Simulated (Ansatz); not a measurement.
## Electronic structure of BH$_{5}$Si···HF in real space

Input file:

```
crystal:
  periodic: [false, false, false]
  atoms:
    - { symbol: B, position_ang: [-0.002831, -0.439645, -0.315356] }
    - { symbol: F, position_ang: [0.348365, 0.244842, 2.077294] }
    - { symbol: H, position_ang: [0.951508, 0.131535, -0.785068] }
    - { symbol: H, position_ang: [-1.083799, 0.095624, -0.408811] }
    - { symbol: Si, position_ang: [0.117329, -2.257999, 0.437215] }
    - { symbol: H, position_ang: [-0.547204, -3.282615, -0.432516] }
    - { symbol: H, position_ang: [1.502336, -2.729451, 0.750342] }
    - { symbol: H, position_ang: [-0.640223, -2.279912, 1.74965] }
    - { symbol: H, position_ang: [-0.161181, -0.466778, 2.384651] }
basis:
  gaussian: { orbitals: def2-SVP }
hamiltonian:
  xc: pbe0
  dispersion: d4
relax:
  f_tol: 0.03
  max_steps: 50
output:
  orbitals: {}
```

Command:

```sh
ansatz run input.yaml --threads 1 --pin off --max-ram 2048MiB --backend cpu --events-out ev --progress --plain --runs-dir out
```

The fields are those of the run's last geometry, not of the input's.

Computed with Ansatz 0.2.0, RKS PBE0-D4/def2-SVP.

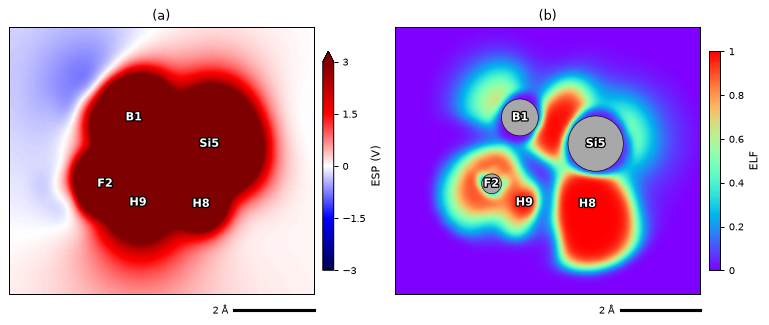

Figure 1. (a) molecular electrostatic potential; (b) electron localisation function on the plane of atoms B1, Si5 and H8. Grey discs cover the atomic cores in the ELF map.

Question: Describe what can be read from this map.

Answer: Atoms in the plane: B, F, Si and H.
B1···F2 (1.83 Å): the ELF peaks at about 0.85 in the valence shell of F, 0.5 Å from its nucleus, and is about 0.55 at the midpoint.
Si–B (2.03 Å): the ELF peaks at about 1 between the atoms, as expected for a shared electron pair.
F–H (0.95 Å): the ELF climbs to about 1 towards the hydrogen, as it does in any bond to H: a covalent bond by its length.
The ELF also peaks beside F2, away from the bonds: lone-pair regions.
Outside the dense part of the complex the potential is most negative (−0.8 V) near H3, which lies off the plane.

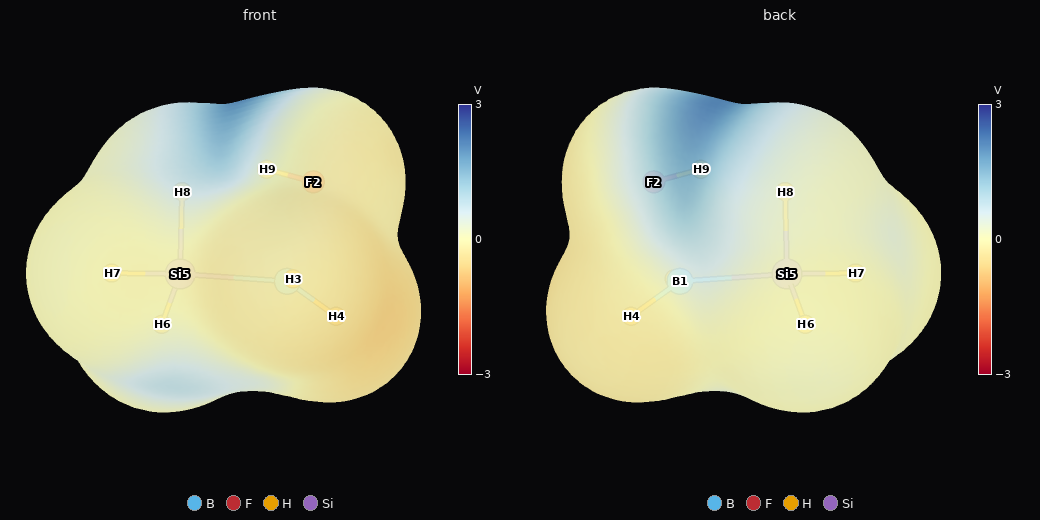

Figure 2. The molecular electrostatic potential painted on the density surface at 0.001 e/bohr³, seen from the front and from behind; red is negative and blue positive.

Question: Which sites attract a positive test charge, and which a negative one?

Answer: A positive charge is drawn to the negative regions and a negative charge to the positive ones. The most negative region (about −0.7 V) lies over H4, the most positive (about +2.1 V) over H9.

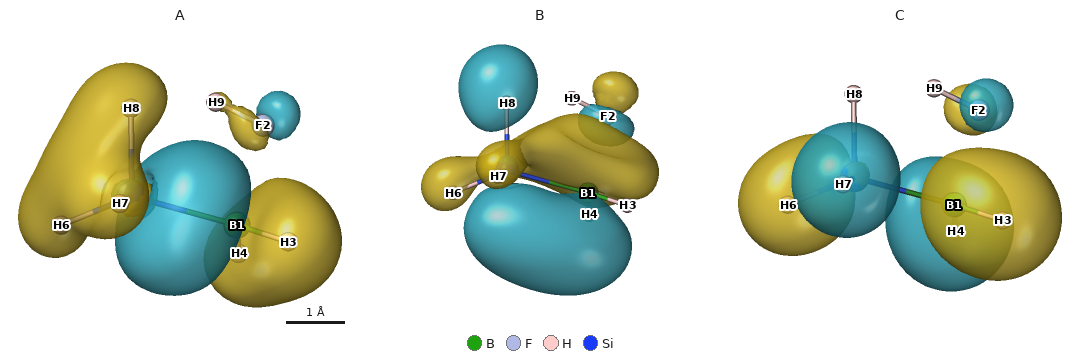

Figure 3. Three frontier orbitals at ±0.08 Å⁻³ᐟ² (yellow and cyan are the two phases), in no order.

Question: Which picture is the HOMO−1, the HOMO and the LUMO?

Answer: C is the HOMO−1 (−9.03 eV). By Hirshfeld shares it lies mainly on B1 (about 30 %), H3 (about 20 %), H4 (about 20 %), Si5 (about 15 %), H7 (about 10 %) and H6 (about 10 %). A is the HOMO (−8.13 eV). By Hirshfeld shares it lies mainly on Si5 (about 35 %), B1 (about 35 %), H4 (about 5 %) and H3 (about 5 %). B is the LUMO (−0.49 eV). By Hirshfeld shares it lies mainly on B1 (about 40 %), Si5 (about 30 %), F2 (about 10 %) and H8 (about 5 %); π-bonding across B1–Si5.

Question: What is the HOMO–LUMO gap?

Answer: 7.64 eV between the orbital energies.
